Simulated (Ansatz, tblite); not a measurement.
# Sn24H30 hole sphere (Sn24H30): one state, many levels, part 1 of 2

Aim: run the singlet of Sn24H30 hole sphere (Sn24H30) at one geometry on many levels, and compare frontier levels, spin and run time.

Computed with Ansatz 0.2.0, Gaussian basis. Level: as each input shows.

The runs, in order: GFN1-xTB, GFN2-xTB, PBE-D4/def2-TZVP, r2SCAN-D4/def2-TZVP, r2SCANh-D4/def2-TZVP, PBE-D4/def2-SVP, PBE0-D4/def2-SVP, MP2/def2-SVP.

**1. The structure**

The geometry is that of the singlet, from an earlier relaxation (PBE-D4/def2-SVP).

54 atoms, charge 0, spin multiplicity 1.

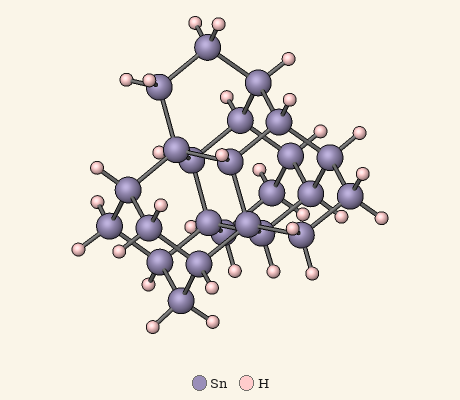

The geometry (tin purple, hydrogen pink).

Sn takes a core potential in the def2 sets. No spin-orbit coupling is included.

PBE0-D4/def2-TZVP was run before; its log isn't repeated, and its numbers join the tables.

**2. GFN1-xTB**

Tight binding, by tblite at 300 K electronic temperature and without a spin-polarisation term:

```python
tblite.interface.Calculator('GFN1-xTB', numbers, positions, charge=0, uhf=0).singlepoint()
```

Energy -2092.7107 eV, HOMO -10.35 eV, LUMO -9.12 eV; 0.49 s.

**3. GFN2-xTB**

Tight binding, by tblite at 300 K electronic temperature and without a spin-polarisation term:

```python
tblite.interface.Calculator('GFN2-xTB', numbers, positions, charge=0, uhf=0).singlepoint()
```

Energy -1805.9803 eV, HOMO -10.76 eV, LUMO -9.95 eV; 1.2 s.

**4. PBE-D4/def2-TZVP**

start.molden holds the orbitals of an earlier run on this state, given as this run's starting guess.

File in.yaml:

```yaml
crystal:
  periodic: [false, false, false]
  atoms:
    - {symbol: Sn, position_ang: [-0.013416, -5.325687, 0.071972]}
    - {symbol: Sn, position_ang: [0.004917, -5.341888, 2.895868]}
    - {symbol: Sn, position_ang: [0.009530, -2.651166, -3.765298]}
    - {symbol: Sn, position_ang: [-2.312419, -1.345400, -4.686890]}
    - {symbol: Sn, position_ang: [0.001976, -2.680354, -0.927616]}
    - {symbol: Sn, position_ang: [-2.268694, -1.313829, 0.061009]}
    - {symbol: Sn, position_ang: [0.004712, -2.685408, 3.847400]}
    - {symbol: Sn, position_ang: [-2.278073, -1.320276, 2.898168]}
    - {symbol: Sn, position_ang: [-2.303937, 1.317842, -3.762204]}
    - {symbol: Sn, position_ang: [-2.319794, 1.335367, -0.924987]}
    - {symbol: Sn, position_ang: [-4.601119, 2.676494, 0.071292]}
    - {symbol: Sn, position_ang: [-2.327033, 1.339277, 3.847477]}
    - {symbol: Sn, position_ang: [-4.629212, 2.664225, 2.894811]}
    - {symbol: Sn, position_ang: [2.318372, -1.323431, -4.690226]}
    - {symbol: Sn, position_ang: [2.270045, -1.310087, 0.058472]}
    - {symbol: Sn, position_ang: [2.283369, -1.315057, 2.895616]}
    - {symbol: Sn, position_ang: [2.287532, 1.338655, -3.764377]}
    - {symbol: Sn, position_ang: [-0.015190, 2.682575, -4.680734]}
    - {symbol: Sn, position_ang: [2.316806, 1.340317, -0.927157]}
    - {symbol: Sn, position_ang: [-0.001714, 2.620356, 0.062256]}
    - {symbol: Sn, position_ang: [2.326121, 1.344173, 3.845727]}
    - {symbol: Sn, position_ang: [-0.002234, 2.632801, 2.899478]}
    - {symbol: Sn, position_ang: [4.621823, 2.641071, 0.068087]}
    - {symbol: Sn, position_ang: [4.624868, 2.673809, 2.891598]}
    - {symbol: H, position_ang: [-1.424207, -6.153545, -0.516253]}
    - {symbol: H, position_ang: [1.368070, -6.186336, -0.537975]}
    - {symbol: H, position_ang: [-1.387180, -6.190668, 3.497432]}
    - {symbol: H, position_ang: [1.408899, -6.184034, 3.478680]}
    - {symbol: H, position_ang: [0.019604, -4.298526, -4.340772]}
    - {symbol: H, position_ang: [-3.717869, -2.165412, -4.078321]}
    - {symbol: H, position_ang: [-2.396461, -1.390226, -6.422854]}
    - {symbol: H, position_ang: [-3.699323, -2.140312, -0.503164]}
    - {symbol: H, position_ang: [0.005620, -2.658547, 5.591559]}
    - {symbol: H, position_ang: [-3.713653, -2.151136, 3.441714]}
    - {symbol: H, position_ang: [-3.737785, 2.132924, -4.332178]}
    - {symbol: H, position_ang: [-6.039019, 1.918296, -0.544008]}
    - {symbol: H, position_ang: [-4.603357, 4.312785, -0.515343]}
    - {symbol: H, position_ang: [-2.305733, 1.325604, 5.591650]}
    - {symbol: H, position_ang: [-6.058751, 1.863784, 3.474064]}
    - {symbol: H, position_ang: [-4.672694, 4.292579, 3.500318]}
    - {symbol: H, position_ang: [2.396079, -1.371014, -6.426502]}
    - {symbol: H, position_ang: [3.734367, -2.128112, -4.085585]}
    - {symbol: H, position_ang: [3.701793, -2.133759, -0.506849]}
    - {symbol: H, position_ang: [3.720840, -2.143471, 3.437895]}
    - {symbol: H, position_ang: [3.710655, 2.171135, -4.336122]}
    - {symbol: H, position_ang: [-0.013157, 2.790874, -6.415912]}
    - {symbol: H, position_ang: [-0.023940, 4.305082, -4.059683]}
    - {symbol: H, position_ang: [-0.003928, 4.271899, -0.503703]}
    - {symbol: H, position_ang: [2.306373, 1.330338, 5.589889]}
    - {symbol: H, position_ang: [-0.003258, 4.291693, 3.442303]}
    - {symbol: H, position_ang: [6.038125, 1.820555, -0.517058]}
    - {symbol: H, position_ang: [4.687854, 4.264350, -0.549612]}
    - {symbol: H, position_ang: [6.056716, 1.896571, 3.496413]}
    - {symbol: H, position_ang: [4.648074, 4.312236, 3.470202]}
basis:
  gaussian: {orbitals: def2-TZVP, fitting: {mean_field: def2-universal-jkfit}, initial_orbitals: start.molden}
hamiltonian: {xc: pbe, dispersion: d4}
scf: {omitted_lower_state_checks: [starts]}
output: {orbitals: {seedname: orbitals}}
```

Started as:

```console
ansatz run in.yaml --threads 11 --pin off --events-out ev --progress --plain --max-ram 174080MiB --backend cuda --devices 0, --max-vram 75GiB
```

Output:

```text
Functional definition: PBE
  name "PBE"
  cite "Perdew, Burke & Ernzerhof, Phys. Rev. Lett. 77, 3865 (1996) doi:10.1103/PhysRevLett.77.3865"
  parent pbe
  parameter kappa = 0.804
  parameter beta = 0.06672455060314922
  exchange = pbe_x(kappa = kappa, mu = beta*pi^2/3)
  correlation = pbe_c(beta = beta)
these checks for a lower state are left out or cut short: starts
5772 factors; integrals over basis functions are off by at most 6.2e-1 eV
mean field evaluation 1: about -140458.0877 eV, gradient 2.0e1 eV
mean field evaluation 2: about -140459.0608 eV, gradient 1.0e0 eV
mean field evaluation 4: about -140459.0554 eV, gradient 8.5e-2 eV
mean field evaluation 8: about -140459.0554 eV, gradient 1.0e-5 eV
mean field -140459.05544246 eV, -5161.7750809433 hartree, gradient 1.0e-5 eV, S^2 0.000000; 0 other end points of the search recorded, 0 dependent functions left out
reference -140459.05564266 eV, -5161.7750883002 hartree; 279, 279 occupied and 1101, 1101 virtual orbitals, 5772 factors
Total energy: -140463.35019688 eV, -5161.9329102571 hartree
Checks for a lower state left out: starts
```

Run time: 10 s. Hardware: 1 × H100 with 11 threads of AMD EPYC 7R13, shared host; peak host memory 1.6 GiB.

From the report: HOMO -5.73 eV, LUMO -3.05 eV.

**5. r2SCAN-D4/def2-TZVP**

in.yaml: that of step 4 with these lines changed.

```diff
@@ -59,4 +59,4 @@
   gaussian: {orbitals: def2-TZVP, fitting: {mean_field: def2-universal-jkfit}, initial_orbitals: start.molden}
-hamiltonian: {xc: pbe, dispersion: d4}
+hamiltonian: {xc: r2scan, dispersion: d4}
 scf: {omitted_lower_state_checks: [starts]}
-output: {orbitals: {seedname: orbitals}}
+output: {forces: true, orbitals: {seedname: orbitals}}
```

Launched as before.

Output:

```text
Functional definition: r2SCAN
  name "r2SCAN"
  cite "Furness, Kaplan, Ning, Perdew & Sun, J. Phys. Chem. Lett. 11, 8208 (2020) doi:10.1021/acs.jpclett.0c02405"
  cite "Furness, Kaplan, Ning, Perdew & Sun, J. Phys. Chem. Lett. 11, 9248 (2020) doi:10.1021/acs.jpclett.0c03077"
  parent r2scan
  parameter k0 = 0.174
  parameter k1 = 0.065
  parameter a1 = 4.9479
  exchange = r2scan_x(k0 = k0, k1 = k1, a1 = a1)
  correlation = r2scan_c
these checks for a lower state are left out or cut short: starts
5772 factors; integrals over basis functions are off by at most 6.2e-1 eV
mean field evaluation 1: about -140515.2407 eV, gradient 1.8e1 eV
mean field evaluation 2: about -140515.7203 eV, gradient 5.3e-1 eV
mean field evaluation 4: about -140515.7446 eV, gradient 3.1e-3 eV
mean field -140515.74463450 eV, -5163.8583703252 hartree, gradient 1.6e-5 eV, S^2 0.000000; 0 other end points of the search recorded, 0 dependent functions left out
the calculation of the forces begins
reference -140515.74469749 eV, -5163.8583726401 hartree; 279, 279 occupied and 1101, 1101 virtual orbitals, 5772 factors
Total energy: -140516.92496112 eV, -5163.9017465285 hartree
Atom 0 at    -0.013416    -5.325687     0.071972 Å, force    -0.002429    -0.111949    -0.065727 eV/Å
Atom 1 at     0.004917    -5.341888     2.895868 Å, force     0.001062    -0.104383     0.069929 eV/Å
Atom 2 at     0.009530    -2.651166    -3.765298 Å, force     0.000820    -0.104657    -0.053216 eV/Å
Atom 3 at    -2.312419    -1.345400    -4.686890 Å, force    -0.086284    -0.050351    -0.064238 eV/Å
Atom 4 at     0.001976    -2.680354    -0.927616 Å, force    -0.001742    -0.027545     0.000972 eV/Å
Atom 5 at    -2.268694    -1.313829     0.061009 Å, force    -0.100912    -0.059738    -0.034023 eV/Å
Atom 6 at     0.004712    -2.685408     3.847400 Å, force    -0.000255    -0.013180     0.104085 eV/Å
Atom 7 at    -2.278073    -1.320276     2.898168 Å, force    -0.096698    -0.055602     0.054069 eV/Å
Atom 8 at    -2.303937     1.317842    -3.762204 Å, force    -0.091640     0.052395    -0.053964 eV/Å
Atom 9 at    -2.319794     1.335367    -0.924987 Å, force    -0.025304     0.016588     0.000574 eV/Å
Atom 10 at    -4.601119     2.676494     0.071292 Å, force    -0.094210     0.058786    -0.066799 eV/Å
Atom 11 at    -2.327033     1.339277     3.847477 Å, force    -0.011225     0.005830     0.104311 eV/Å
Atom 12 at    -4.629212     2.664225     2.894811 Å, force    -0.089777     0.050926     0.070288 eV/Å
Atom 13 at     2.318372    -1.323431    -4.690226 Å, force     0.087253    -0.049168    -0.065253 eV/Å
Atom 14 at     2.270045    -1.310087     0.058472 Å, force     0.101014    -0.058726    -0.034271 eV/Å
Atom 15 at     2.283369    -1.315057     2.895616 Å, force     0.096316    -0.056555     0.053913 eV/Å
Atom 16 at     2.287532     1.338655    -3.764377 Å, force     0.091197     0.053388    -0.053810 eV/Å
Atom 17 at    -0.015190     2.682575    -4.680734 Å, force     0.000379     0.100801    -0.062785 eV/Å
Atom 18 at     2.316806     1.340317    -0.927157 Å, force     0.026357     0.013700     0.000616 eV/Å
Atom 19 at    -0.001714     2.620356     0.062256 Å, force    -0.000244     0.117015    -0.034653 eV/Å
Atom 20 at     2.326121     1.344173     3.845727 Å, force     0.011100     0.006237     0.104082 eV/Å
Atom 21 at    -0.002234     2.632801     2.899478 Å, force     0.000428     0.111383     0.052412 eV/Å
Atom 22 at     4.621823     2.641071     0.068087 Å, force     0.097051     0.052042    -0.067375 eV/Å
Atom 23 at     4.624868     2.673809     2.891598 Å, force     0.089614     0.053392     0.069741 eV/Å
Atom 24 at    -1.424207    -6.153545    -0.516253 Å, force     0.236300     0.135218     0.092570 eV/Å
Atom 25 at     1.368070    -6.186336    -0.537975 Å, force    -0.230765     0.141142     0.096598 eV/Å
Atom 26 at    -1.387180    -6.190668     3.497432 Å, force     0.233957     0.137804    -0.098478 eV/Å
Atom 27 at     1.408899    -6.184034     3.478680 Å, force    -0.235319     0.137029    -0.095004 eV/Å
Atom 28 at     0.019604    -4.298526    -4.340772 Å, force    -0.003502     0.265525     0.095863 eV/Å
Atom 29 at    -3.717869    -2.165412    -4.078321 Å, force     0.227414     0.133768    -0.111534 eV/Å
Atom 30 at    -2.396461    -1.390226    -6.422854 Å, force     0.007154     0.003389     0.286436 eV/Å
Atom 31 at    -3.699323    -2.140312    -0.503164 Å, force     0.229140     0.132347     0.092227 eV/Å
Atom 32 at     0.005620    -2.658547     5.591559 Å, force    -0.000240    -0.002242    -0.282140 eV/Å
Atom 33 at    -3.713653    -2.151136     3.441714 Å, force     0.232469     0.134082    -0.088807 eV/Å
Atom 34 at    -3.737785     2.132924    -4.332178 Å, force     0.232212    -0.129917     0.094740 eV/Å
Atom 35 at    -6.039019     1.918296    -0.544008 Å, force     0.237514     0.127087     0.098232 eV/Å
Atom 36 at    -4.603357     4.312785    -0.515343 Å, force    -0.002841    -0.271362     0.093529 eV/Å
Atom 37 at    -2.305733     1.325604     5.591650 Å, force    -0.001135     0.001357    -0.281697 eV/Å
Atom 38 at    -6.058751     1.863784     3.474064 Å, force     0.235564     0.136453    -0.093645 eV/Å
Atom 39 at    -4.672694     4.292579     3.500318 Å, force     0.002163    -0.270963    -0.098891 eV/Å
Atom 40 at     2.396079    -1.371014    -6.426502 Å, force    -0.006161     0.003587     0.287248 eV/Å
Atom 41 at     3.734367    -2.128112    -4.085585 Å, force    -0.230948     0.128977    -0.110881 eV/Å
Atom 42 at     3.701793    -2.133759    -0.506849 Å, force    -0.228912     0.131475     0.092367 eV/Å
Atom 43 at     3.720840    -2.143471     3.437895 Å, force    -0.232488     0.134361    -0.088511 eV/Å
Atom 44 at     3.710655     2.171135    -4.336122 Å, force    -0.228894    -0.135798     0.094737 eV/Å
Atom 45 at    -0.013157     2.790874    -6.415912 Å, force    -0.000456    -0.010838     0.287107 eV/Å
Atom 46 at    -0.023940     4.305082    -4.059683 Å, force     0.002483    -0.263368    -0.114454 eV/Å
Atom 47 at    -0.003928     4.271899    -0.503703 Å, force     0.000142    -0.264073     0.093293 eV/Å
Atom 48 at     2.306373     1.330338     5.589889 Å, force     0.000959     0.001103    -0.281476 eV/Å
Atom 49 at    -0.003258     4.291693     3.442303 Å, force     0.000012    -0.268502    -0.088327 eV/Å
Atom 50 at     6.038125     1.820555    -0.517058 Å, force    -0.233166     0.138975     0.093016 eV/Å
Atom 51 at     4.687854     4.264350    -0.549612 Å, force    -0.008755    -0.268807     0.099081 eV/Å
Atom 52 at     6.056716     1.896571     3.496413 Å, force    -0.236043     0.133474    -0.098065 eV/Å
Atom 53 at     4.648074     4.312236     3.470202 Å, force     0.000271    -0.271912    -0.094007 eV/Å
Dipole moment:    -0.000623     0.000071     0.001322 e Å
Checks for a lower state left out: starts
```

Wall time 14 s (1 × H100 with 11 threads of AMD EPYC 7R13, shared host); peak host memory 1.9 GiB.

From the report: HOMO -5.92 eV, LUMO -2.90 eV.

**6. r2SCANh-D4/def2-TZVP**

in.yaml: that of step 5 with these lines changed.

```diff
@@ -59,3 +59,3 @@
   gaussian: {orbitals: def2-TZVP, fitting: {mean_field: def2-universal-jkfit}, initial_orbitals: start.molden}
-hamiltonian: {xc: r2scan, dispersion: d4}
+hamiltonian: {xc: {name: r2SCANh}, dispersion: d4}
 scf: {omitted_lower_state_checks: [starts]}
```

Launched as before.

Output:

```text
Functional definition: r2SCANh
  name "r2SCANh"
  cite "Bursch, Neugebauer, Ehlert & Grimme, J. Chem. Phys. 156, 134105 (2022) doi:10.1063/5.0086040"
  cite "Furness, Kaplan, Ning, Perdew & Sun, J. Phys. Chem. Lett. 11, 8208 (2020) doi:10.1021/acs.jpclett.0c02405"
  cite "Furness, Kaplan, Ning, Perdew & Sun, J. Phys. Chem. Lett. 11, 9248 (2020) doi:10.1021/acs.jpclett.0c03077"
  parent r2scan
  parameter a = 0.1
  parameter k0 = 0.174
  parameter k1 = 0.065
  parameter a1 = 4.9479
  exchange = (1 - a)*r2scan_x(k0 = k0, k1 = k1, a1 = a1) + a*exact_x
  correlation = r2scan_c
these checks for a lower state are left out or cut short: starts
5772 factors; integrals over basis functions are off by at most 6.2e-1 eV
mean field evaluation 1: about -140508.2903 eV, gradient 1.2e1 eV
mean field evaluation 2: about -140508.4868 eV, gradient 2.2e-1 eV
mean field evaluation 4: about -140508.5067 eV, gradient 4.4e-4 eV
mean field -140508.50674878 eV, -5163.5923829310 hartree, gradient 2.7e-5 eV, S^2 0.000000; 0 other end points of the search recorded, 0 dependent functions left out
the calculation of the forces begins
reference -140508.50680688 eV, -5163.5923850664 hartree; 279, 279 occupied and 1101, 1101 virtual orbitals, 5772 factors
Total energy: -140509.88034459 eV, -5163.6428616461 hartree
Atom 0 at    -0.013416    -5.325687     0.071972 Å, force    -0.002774    -0.120760    -0.077806 eV/Å
Atom 1 at     0.004917    -5.341888     2.895868 Å, force     0.001204    -0.111127     0.077671 eV/Å
Atom 2 at     0.009530    -2.651166    -3.765298 Å, force     0.000707    -0.114821    -0.052815 eV/Å
Atom 3 at    -2.312419    -1.345400    -4.686890 Å, force    -0.095021    -0.055372    -0.067427 eV/Å
Atom 4 at     0.001976    -2.680354    -0.927616 Å, force    -0.001857    -0.020039     0.006700 eV/Å
Atom 5 at    -2.268694    -1.313829     0.061009 Å, force    -0.109226    -0.064376    -0.039402 eV/Å
Atom 6 at     0.004712    -2.685408     3.847400 Å, force    -0.000303    -0.007041     0.111003 eV/Å
Atom 7 at    -2.278073    -1.320276     2.898168 Å, force    -0.104853    -0.060236     0.053475 eV/Å
Atom 8 at    -2.303937     1.317842    -3.762204 Å, force    -0.100462     0.057626    -0.053354 eV/Å
Atom 9 at    -2.319794     1.335367    -0.924987 Å, force    -0.018945     0.013160     0.006218 eV/Å
Atom 10 at    -4.601119     2.676494     0.071292 Å, force    -0.101475     0.063596    -0.078943 eV/Å
Atom 11 at    -2.327033     1.339277     3.847477 Å, force    -0.005892     0.002708     0.111310 eV/Å
Atom 12 at    -4.629212     2.664225     2.894811 Å, force    -0.095661     0.054051     0.078060 eV/Å
Atom 13 at     2.318372    -1.323431    -4.690226 Å, force     0.096014    -0.054110    -0.068504 eV/Å
Atom 14 at     2.270045    -1.310087     0.058472 Å, force     0.109264    -0.063509    -0.039642 eV/Å
Atom 15 at     2.283369    -1.315057     2.895616 Å, force     0.104380    -0.061296     0.053349 eV/Å
Atom 16 at     2.287532     1.338655    -3.764377 Å, force     0.100166     0.058410    -0.053231 eV/Å
Atom 17 at    -0.015190     2.682575    -4.680734 Å, force     0.000378     0.110915    -0.065733 eV/Å
Atom 18 at     2.316806     1.340317    -0.927157 Å, force     0.020144     0.009838     0.006285 eV/Å
Atom 19 at    -0.001714     2.620356     0.062256 Å, force    -0.000179     0.126479    -0.040139 eV/Å
Atom 20 at     2.326121     1.344173     3.845727 Å, force     0.005826     0.003110     0.111071 eV/Å
Atom 21 at    -0.002234     2.632801     2.899478 Å, force     0.000503     0.120747     0.051663 eV/Å
Atom 22 at     4.621823     2.641071     0.068087 Å, force     0.104824     0.055886    -0.079542 eV/Å
Atom 23 at     4.624868     2.673809     2.891598 Å, force     0.095321     0.056924     0.077496 eV/Å
Atom 24 at    -1.424207    -6.153545    -0.516253 Å, force     0.278231     0.164347     0.112576 eV/Å
Atom 25 at     1.368070    -6.186336    -0.537975 Å, force    -0.271731     0.171329     0.117327 eV/Å
Atom 26 at    -1.387180    -6.190668     3.497432 Å, force     0.275848     0.167626    -0.119396 eV/Å
Atom 27 at     1.408899    -6.184034     3.478680 Å, force    -0.277595     0.166630    -0.115295 eV/Å
Atom 28 at     0.019604    -4.298526    -4.340772 Å, force    -0.003891     0.321980     0.116431 eV/Å
Atom 29 at    -3.717869    -2.165412    -4.078321 Å, force     0.272146     0.159880    -0.126298 eV/Å
Atom 30 at    -2.396461    -1.390226    -6.422854 Å, force     0.013909     0.007165     0.342024 eV/Å
Atom 31 at    -3.699323    -2.140312    -0.503164 Å, force     0.276744     0.159842     0.110803 eV/Å
Atom 32 at     0.005620    -2.658547     5.591559 Å, force    -0.000276    -0.003148    -0.342098 eV/Å
Atom 33 at    -3.713653    -2.151136     3.441714 Å, force     0.281311     0.162334    -0.107955 eV/Å
Atom 34 at    -3.737785     2.132924    -4.332178 Å, force     0.281365    -0.157809     0.115089 eV/Å
Atom 35 at    -6.039019     1.918296    -0.544008 Å, force     0.284181     0.147200     0.119171 eV/Å
Atom 36 at    -4.603357     4.312785    -0.515343 Å, force     0.001088    -0.322218     0.113520 eV/Å
Atom 37 at    -2.305733     1.325604     5.591650 Å, force    -0.001834     0.001828    -0.341646 eV/Å
Atom 38 at    -6.058751     1.863784     3.474064 Å, force     0.282266     0.158461    -0.113813 eV/Å
Atom 39 at    -4.672694     4.292579     3.500318 Å, force     0.007175    -0.322099    -0.119954 eV/Å
Atom 40 at     2.396079    -1.371014    -6.426502 Å, force    -0.012711     0.007446     0.342852 eV/Å
Atom 41 at     3.734367    -2.128112    -4.085585 Å, force    -0.276048     0.154549    -0.125520 eV/Å
Atom 42 at     3.701793    -2.133759    -0.506849 Å, force    -0.276550     0.158859     0.110978 eV/Å
Atom 43 at     3.720840    -2.143471     3.437895 Å, force    -0.281384     0.162550    -0.107619 eV/Å
Atom 44 at     3.710655     2.171135    -4.336122 Å, force    -0.277639    -0.164356     0.115138 eV/Å
Atom 45 at    -0.013157     2.790874    -6.415912 Å, force    -0.000528    -0.019026     0.342681 eV/Å
Atom 46 at    -0.023940     4.305082    -4.059683 Å, force     0.002787    -0.315000    -0.129619 eV/Å
Atom 47 at    -0.003928     4.271899    -0.503703 Å, force     0.000222    -0.319007     0.111932 eV/Å
Atom 48 at     2.306373     1.330338     5.589889 Å, force     0.001606     0.001567    -0.341424 eV/Å
Atom 49 at    -0.003258     4.291693     3.442303 Å, force     0.000037    -0.324955    -0.107451 eV/Å
Atom 50 at     6.038125     1.820555    -0.517058 Å, force    -0.279129     0.161143     0.112953 eV/Å
Atom 51 at     4.687854     4.264350    -0.549612 Å, force    -0.014772    -0.319235     0.120103 eV/Å
Atom 52 at     6.056716     1.896571     3.496413 Å, force    -0.282835     0.154719    -0.119091 eV/Å
Atom 53 at     4.648074     4.312236     3.470202 Å, force    -0.004075    -0.323362    -0.114159 eV/Å
Dipole moment:    -0.000635     0.000047     0.001226 e Å
Checks for a lower state left out: starts
```

It took 22 s on 1 × H100 with 11 threads of AMD EPYC 7R13, shared host; peak host memory 7.1 GiB.

HOMO -6.20 eV, LUMO -2.68 eV.

(Continued in part 2 of 2.)
